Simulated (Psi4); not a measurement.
# A workflow on [NH4]+ (SMILES [NH4+])

Wanted: a structure relaxation (PBEh-3c/def2-mSVP), then the harmonic vibrations, then the energy (FNO-CCSD(T)/cc-pVTZ) of [NH4]+. 

Program for the calculation: Psi4 1.11.

**1. The molecule**

[NH4]+: 5 atoms, total charge +1, spin state singlet. As SMILES, `[NH4+]`. Geometry: relaxed at GFN2-xTB. The run starts from this shape.

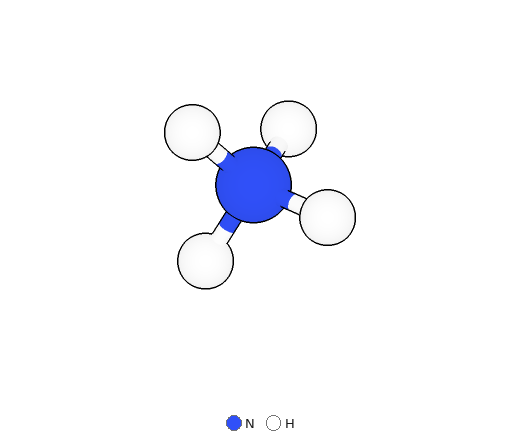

Viewed from a chosen angle; nitrogen blue, hydrogen white.

**2. A geometry optimisation at PBEh-3c/def2-mSVP (density fitting) (run 1)**

Contents of job.in:

```
memory 1600 mb

molecule geom {
  1 1
  N
  H 1 r2
  H 1 r3 2 a3
  H 1 r4 3 a4 2 d4
  H 1 r5 3 a5 2 d5

  r2 = 1.029576
  r3 = 1.029421
  a3 = 109.46638
  r4 = 1.029591
  a4 = 109.47097
  d4 = 119.96426
  r5 = 1.029656
  a5 = 109.44587
  d5 = -120.02324
  units angstrom
}

set reference rks
set geom_maxiter 60

optimize('pbeh-3c')
print_variables()
```

Command:

```console
$ psi4 -i job.in -o job.out -n 1
```

job.out:

```text
Psi4 1.11 release

gradient() will perform analytic gradient computation.

   => Loading Basis Set <=

    Name: DEF2-MSVP
    Role: ORBITAL
    Keyword: BASIS

   => PBEH3C: Empirical Dispersion <=

        s6 =       1.000000
        s8 =       0.000000
        a1 =       0.486000
        a2 =       4.500000

         ---------------------------------------------------------
                                   SCF
                              RKS Reference
                        1 Threads,   1525 MiB Core
         ---------------------------------------------------------

  ==> Geometry <==

    Molecular point group: c1
    Full point group: C1

    Geometry (in Angstrom), charge = 1, multiplicity = 1:

       Center              X                  Y                   Z               Mass
    ------------   -----------------  -----------------  -----------------  -----------------
         N            0.000017679750    -0.000019037661     0.000001332984    14.003074004430
         H            0.000017679750    -0.000019037661     1.029577332984     1.007825032230
         H            0.000017679750     0.970557375484    -0.343057002416     1.007825032230
         H           -0.840943742893    -0.485165354244    -0.342744293410     1.007825032230
         H            0.840662734759    -0.485108467654    -0.343794558109     1.007825032230

  Running in c1 symmetry.

  Rotational constants: A =      5.91989  B =      5.91673  C =      5.91589 [cm^-1]
  Rotational constants: A = 177473.73725  B = 177379.20286  C = 177353.89699 [MHz]
  Nuclear repulsion =   16.280029369157671

  Charge       = 1
  Multiplicity = 1
  Electrons    = 10
  Nalpha       = 5
  Nbeta        = 5

  ==> Algorithm <==

  SCF Algorithm Type is DF.
  DIIS enabled.
  MOM disabled.
  Fractional occupation disabled.
  Guess Type is SAD.
  Energy threshold   = 1.00e-08
  Density threshold  = 1.00e-08
  Integral threshold = 1.00e-12

  ==> Primary Basis <==

  Basis Set: DEF2-MSVP
    Blend: DEF2-MSVP
    Number of shells: 15
    Number of basis functions: 23
    Number of Cartesian functions: 24
    Spherical Harmonics?: true
    Max angular momentum: 2

  ==> DFT Potential <==

   => LibXC <=

    Version 7.1.2

   => Composite Functional: PBEH3C <=

    PBE Hybrid based 3C composite method with a small basis set, gCP and D3(BJ)

    Deriv               =              1
    GGA                 =           TRUE
    Meta                =          FALSE

    Exchange Hybrid     =           TRUE
    MP2 Hybrid          =          FALSE

   => Exchange Functionals <=

    0.5800     XC_GGA_X_PBE

   => Exact (HF) Exchange <=

    0.4200               HF

   => Correlation Functionals <=

    1.0000     XC_GGA_C_PBE

   => LibXC Density Thresholds  <==

    XC_GGA_C_PBE:  1.00E-12
    XC_GGA_X_PBE:  1.00E-15

   => Molecular Quadrature <=

    Radial Scheme          =       TREUTLER
    Pruning Scheme         =           NONE
    Nuclear Scheme         =       TREUTLER

    Blocking Scheme        =         OCTREE
    BS radius alpha        =              1
    Pruning alpha          =              1
    Radial Points          =             75
    Spherical Points       =            302
    Total Points           =         109232
    Total Blocks           =            881
    Max Points             =            256
    Max Functions          =             23
    Weights Tolerance      =       1.00E-15

   => Loading Basis Set <=

    Name: (DEF2-MSVP AUX)
    Role: JKFIT
    Keyword: DF_BASIS_SCF

  ==> Integral Setup <==

  DFHelper Memory: AOs need 0.001 GiB; user supplied 1.047 GiB.
  SCF_SUBTYPE=INCORE selected. In-core MEM_DF algorithm will be used.
  Using in-core AOs.

  ==> MemDFJK: Density-Fitted J/K Matrices <==

    J tasked:                   Yes
    K tasked:                   Yes
    wK tasked:                   No
    Memory [MiB]:              1072
    Algorithm:                 Core
    Schwarz Cutoff:           1E-12
    Mask sparsity (%):       0.0000
    Fitting Condition:        1E-10

   => Auxiliary Basis Set <=

  Basis Set: (DEF2-MSVP AUX)
    Blend: DEF2-UNIVERSAL-JKFIT
    Number of shells: 49
    Number of basis functions: 149
    Number of Cartesian functions: 173
    Spherical Harmonics?: true
    Max angular momentum: 4

  Cached 100.0% of DFT collocation blocks in 0.070 [GiB].

  Minimum eigenvalue in the overlap matrix is 3.8468347268E-02.
  Reciprocal condition number of the overlap matrix is 8.8623193639E-03.
    Using symmetric orthogonalization.

  ==> Pre-Iterations <==

  SCF Guess: Superposition of Atomic Densities via on-the-fly atomic UHF (no occupation information).

   -------------------------
    Irrep   Nso     Nmo
   -------------------------
     A         23      23
   -------------------------
    Total      23      23
   -------------------------

  ==> Iterations <==

                           Total Energy        Delta E     RMS |[F,P]|

   @DF-RKS iter SAD:   -56.82018114002110   -5.68202e+01   0.00000e+00
   @DF-RKS iter   1:   -56.73449043273889    8.56907e-02   1.38479e-02 ADIIS/DIIS
   @DF-RKS iter   2:   -56.74341819435105   -8.92776e-03   1.24333e-02 ADIIS/DIIS
   @DF-RKS iter   3:   -56.77549154703375   -3.20734e-02   6.67427e-04 ADIIS/DIIS
   @DF-RKS iter   4:   -56.77559767480010   -1.06128e-04   4.27985e-05 DIIS
   @DF-RKS iter   5:   -56.77559804663859   -3.71838e-07   8.03606e-07 DIIS
   @DF-RKS iter   6:   -56.77559804697844   -3.39853e-10   6.03156e-08 DIIS
   @DF-RKS iter   7:   -56.77559804697920   -7.67386e-13   1.71306e-09 DIIS
  Energy and wave function converged.

  ==> Post-Iterations <==

[... 20 lines left out ...]
    Final Occupation by Irrep:
[... 5 lines left out ...]
  @DF-RKS Final Energy:   -56.77559804697920
[... 3 lines left out ...]
    Nuclear Repulsion Energy =             16.2800293691576705
    One-Electron Energy =                -104.7475082740670587
    Two-Electron Energy =                  36.4356729595455491
    DFT Exchange-Correlation Energy =      -4.7446285900923941
    Empirical Dispersion Energy =           0.0008364884770253
    VV10 Nonlocal Energy =                  0.0000000000000000
    Total Energy =                        -56.7755980469792050
[... 14 lines left out ...]
 Dipole X            :          0.0000902           -0.0002303           -0.0001401
 Dipole Y            :         -0.0001243            0.0002480            0.0001237
 Dipole Z            :          0.0000102           -0.0000174           -0.0000072
[... 107 lines left out ...]
    Weights Tolerance      =       1.00E-15
[... 47 lines left out ...]
	                                 ==> Convergence Check <==
[... 1 line left out ...]
	Measures of convergence in internal coordinates in au.
[... 4 lines left out ...]
	   Step    Total Energy     Delta E     Max Force     RMS Force      Max Disp      RMS Disp   ~
[... 1 line left out ...]
	  Convergence Criteria     1.00e-06 *    3.00e-04 *             o    1.20e-03 *             o~
[... 153 lines left out ...]
    Weights Tolerance      =       1.00E-15
[... 62 lines left out ...]
                           Total Energy        Delta E     RMS |[F,P]|
[... 1 line left out ...]
   @DF-RKS iter   0:   -56.79327891319312   -5.67933e+01   5.24955e-04
   @DF-RKS iter   1:   -56.77573856347417    1.75403e-02   1.21801e-04 ADIIS/DIIS
   @DF-RKS iter   2:   -56.77574044612332   -1.88265e-06   1.16150e-04 ADIIS/DIIS
   @DF-RKS iter   3:   -56.77574315534032   -2.70922e-06   3.10241e-06 DIIS
   @DF-RKS iter   4:   -56.77574315819381   -2.85350e-09   2.25531e-07 DIIS
   @DF-RKS iter   5:   -56.77574315820993   -1.61222e-11   3.74396e-08 DIIS
   @DF-RKS iter   6:   -56.77574315821028   -3.48166e-13   5.74501e-09 DIIS
  Energy and wave function converged.
[... 23 lines left out ...]
    Final Occupation by Irrep:
[... 5 lines left out ...]
  @DF-RKS Final Energy:   -56.77574315821028
[... 3 lines left out ...]
    Nuclear Repulsion Energy =             16.3910152745264845
    One-Electron Energy =                -104.9359908778513955
    Two-Electron Energy =                  36.5196228048692717
    DFT Exchange-Correlation Energy =      -4.7511765348607753
    Empirical Dispersion Energy =           0.0007861751061385
    VV10 Nonlocal Energy =                  0.0000000000000000
    Total Energy =                        -56.7757431582102825
[... 14 lines left out ...]
 Dipole X            :          0.0000500           -0.0001523           -0.0001024
 Dipole Y            :         -0.0000687            0.0002144            0.0001457
 Dipole Z            :          0.0000057           -0.0000187           -0.0000130
[... 79 lines left out ...]
   => Exact (HF) Exchange <=

    0.4200               HF

   => Correlation Functionals <=

    1.0000     XC_GGA_C_PBE

   => LibXC Density Thresholds  <==

    XC_GGA_C_PBE:  1.00E-12
    XC_GGA_X_PBE:  1.00E-15

   => Molecular Quadrature <=

    Radial Scheme          =       TREUTLER
    Pruning Scheme         =           NONE
    Nuclear Scheme         =       TREUTLER

    Blocking Scheme        =         OCTREE
    BS radius alpha        =              1
    Pruning alpha          =              1
    Radial Points          =             75
    Spherical Points       =            302
    Total Points           =         109063
    Total Blocks           =            873
    Max Points             =            256
    Max Functions          =             23
    Weights Tolerance      =       1.00E-15

  -Total Gradient:
     Atom            X                  Y                   Z
    ------   -----------------  -----------------  -----------------
       1        0.000032999663    -0.000047023036     0.000005431298
       2       -0.000019297800     0.000012152469    -0.000203144950
       3       -0.000002915332    -0.000184329193     0.000066108644
       4        0.000154731700     0.000109144627     0.000074901467
       5       -0.000165776929     0.000112856040     0.000057832085

	total time  =          1 seconds =       0.02 minutes

    			-----------------------------------------

    			 OPTKING 3.0: for geometry optimizations

    			        with contributions from

    			-----------------------------------------

	                            ===> Fragment 1 <==

	 Z (Atomic Numbers)          Masses                          Geom
	       7.000000            14.003074          0.00002210 -0.00003110  0.00000271
	       1.000000             1.007825          0.00002210 -0.00003110  1.93241449
	       1.000000             1.007825          0.00002210  1.82195377 -0.64395683
	       1.000000             1.007825         -1.57806285 -0.91060960 -0.64398644
	       1.000000             1.007825          1.57771163 -0.91088099 -0.64450884

	 - Coordinate -           - BOHR/RAD -       - ANG/DEG -
	 R(1,2)           =         1.932412           1.022588
	 R(1,3)           =         1.932437           1.022602
	 R(1,4)           =         1.932415           1.022590
[... 18 lines of this table left out ...]
	 O(5,1,3,4)       =        -0.955285         -54.733776

	        --- Internal Coordinate Step in ANG or DEG, aJ/ANG or AJ/DEG ---
	-------------------------------------------------------------------------------
	           Coordinate      Previous         Force          Change          New
	           ----------      --------        ------          ------        ------
	               R(1,2)       1.02259        0.00168        0.00024       1.02283
	               R(1,3)       1.02260        0.00162        0.00023       1.02284
	               R(1,4)       1.02259        0.00167        0.00024       1.02283
[... 18 lines of this table left out ...]
	           O(5,1,3,4)     -54.73378        0.00000       -0.00017     -54.73394
	-------------------------------------------------------------------------------

	                                 ==> Convergence Check <==

	Measures of convergence in internal coordinates in au.

	Criteria marked as inactive (o), active & met (*), and active & unmet ( ).

	----------------------------------------------------------------------------------------------
	   Step    Total Energy     Delta E     Max Force     RMS Force      Max Disp      RMS Disp
	----------------------------------------------------------------------------------------------
	  Convergence Criteria     1.00e-06 *    3.00e-04 *             o    1.20e-03 *             o
	----------------------------------------------------------------------------------------------
	     2     -56.77574316   -1.45e-04      2.07e-04 *    8.65e-05 o    4.67e-04 *    2.05e-04 o  ~
	----------------------------------------------------------------------------------------------

Next Geometry in Ang
	Fragment 1 (Ang)

	    N  -0.0000061197   0.0000084420  -0.0000011594
	    H   0.0000543817  -0.0000234316   1.0228292658
	    H  -0.0000034637   0.9643818082  -0.3408469284
	    H  -0.8352572591  -0.4819995290  -0.3408927853
	    H   0.8350616811  -0.4821550980  -0.3411068712

    Final optimized geometry and variables:
    Molecular point group: c1
    Full point group: C1

    Geometry (in Angstrom), charge = 1, multiplicity = 1:

    N
    H             1          r2
    H             1          r3      2          a3
    H             1          r4      3          a4      2          d4
    H             1          r5      3          a5      2          d5

    a3        =  109.4653674312
    a4        =  109.4647211775
    a5        =  109.4675115080
    d4        =  119.9866938641
    d5        = -120.0087882733
    r2        =    1.0225882763
    r3        =    1.0226016198
    r4        =    1.0225899271
    r5        =    1.0225789144

  Variable Map:
  ----------------------------------------------------------------------------
  "CURRENT ENERGY"                      =>     -56.775743158210
  "CURRENT REFERENCE ENERGY"            =>     -56.775743158210
  "DD SOLVATION ENERGY"                 =>       0.000000000000
  "DFT FUNCTIONAL TOTAL ENERGY"         =>     -56.776529333316
  "DFT TOTAL ENERGY"                    =>     -56.775743158210
  "DFT VV10 ENERGY"                     =>       0.000000000000
  "DFT XC ENERGY"                       =>      -4.751176534861
  "DISPERSION CORRECTION ENERGY"        =>      -0.000699168094
  "GRID ELECTRONS ALPHA"                =>       5.000002879629
  "GRID ELECTRONS BETA"                 =>       5.000002879629
  "GRID ELECTRONS TOTAL"                =>      10.000005759258
  "NUCLEAR REPULSION ENERGY"            =>      16.391015274526
  "ONE-ELECTRON ENERGY"                 =>    -104.935990877851
  "OPTIMIZATION ITERATIONS"             =>       2.000000000000
  "PBEH3C DISPERSION CORRECTION ENERGY" =>      -0.000699168094
  "PCM POLARIZATION ENERGY"             =>       0.000000000000
  "PE ENERGY"                           =>       0.000000000000
  "SCF ITERATION ENERGY"                =>     -56.775743158210
  "SCF ITERATIONS"                      =>       6.000000000000
  "SCF TOTAL ENERGY"                    =>     -56.775743158210
  "TWO-ELECTRON ENERGY"                 =>      36.519622804869
  "XC GRID RADIAL POINTS"               =>      75.000000000000
  "XC GRID SPHERICAL POINTS"            =>     302.000000000000
  "XC GRID TOTAL POINTS"                =>  109063.000000000000

  Array Variable Map:
  ----------------------------------------------------------------------------
  "-D GRADIENT"                         =>       0.000000210840 ... -0.000314956409 5 by 3
  "CURRENT DIPOLE"                      =>      -0.000102364296 ... -0.000012963870 1 by 3
  "CURRENT GRADIENT"                    =>       0.000032999663 ... 0.000057832085 5 by 3
  "DFT TOTAL GRADIENT"                  =>       0.000032999663 ... 0.000057832085 5 by 3
  "DISPERSION CORRECTION GRADIENT"      =>      -0.000000000272 ... -0.000001195926 5 by 3
  "PBEH3C DISPERSION CORRECTION GRADIENT" =>      -0.000000000272 ... -0.000001195926 5 by 3
  "SCF DIPOLE"                          =>      -0.000102364296 ... -0.000012963870 1 by 3
  "SCF TOTAL ENERGIES"                  =>     -56.793278913193 ... -56.775743158210 1 by 7
  "SCF TOTAL GRADIENT"                  =>       0.000032999663 ... 0.000057832085 5 by 3

    Psi4 run time: 0:00:05.70
```

The script printed:

```text
Optimizer: Optimization complete!
```

Wall time 6.9 s (1 thread of Intel Xeon at 2.80GHz (Skylake/Cascade Lake), shared host); peak memory 0.31 GiB.

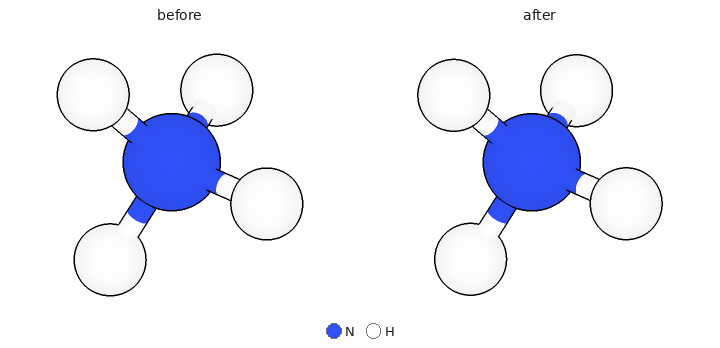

Before and after, at one scale.

After the run. Bond lengths: N1–H2 1.023 Å, N1–H3 1.023 Å, N1–H4 1.023 Å, N1–H5 1.023 Å. Angles: H2–N1–H3 109.5°, H2–N1–H4 109.5°, H2–N1–H5 109.5°, H3–N1–H4 109.5°, H3–N1–H5 109.5°, H4–N1–H5 109.5°.

(Part 1 of 2 ends here.)
